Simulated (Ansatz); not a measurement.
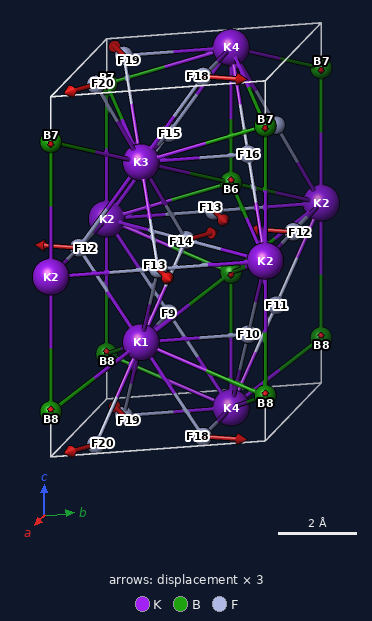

This is a relaxation of crystalline KBF3 (a generated structure, set up in P6_3/mmc) (coarse preliminary run). The starting structure is drawn; red arrows show the displacements (the part carried along by the change of the cell is left out), magnified 3 times.

Style: ball-and-stick. Shown: the cell of the calculation (origin shifted), slightly off an axis.

The calculation used DFT PBE, scalar-relativistic, plane waves, PAW in Ansatz 0.2.0. (plane-wave cutoff 420 eV; k-point mesh 6 × 6 × 2; occupations gaussian; smearing width 0.1 eV; no spin polarisation; cell and atoms relaxed; force threshold 0.04 eV/Å; at most 70 steps)

Question: Which element moves most?

Answer: Fluorine: up to 0.40 Å, against 0.06 Å for boron.

Question: What did the optimiser do to the structure, and how much energy did it gain?

Answer: After 6 accepted moves (7 points after the start) the energy has fallen by 3.174 eV per cell of the calculation. The largest force component goes from 1.9 to 0.0058 eV/Å. Pressure: −7.78 GPa at the start and 0.17 GPa at the end. At 1 point the geometry stayed and the basis and grid were re-selected for the new cell (energy shift of 23.7 meV per cell of the calculation at most each time). The largest moves relative to the cell, 0.40 Å, are those of F atoms. By element the largest moves are F 0.40 Å, B 0.06 Å. K stays in place. The drawn cell changes as follows: a = b 5.717 → 5.886 Å (+2.9 %), c 9.605 → 8.866 Å (−7.7 %); the volume changes by −2.2 %. Some distances before and after: B–K 3.602 → 3.266 Å, F–K 2.914 → 3.052 Å, F–K 2.914 → 2.793 Å, F–K 2.859 → 2.970 Å. Among the angles between lasting bonds that change: K–F–K 111.0° → 93.1°, K–F–K 180.0° → 164.5°, K–F–K 90.0° → 84.7°. The space group stays P6_3/mmc (No. 194).
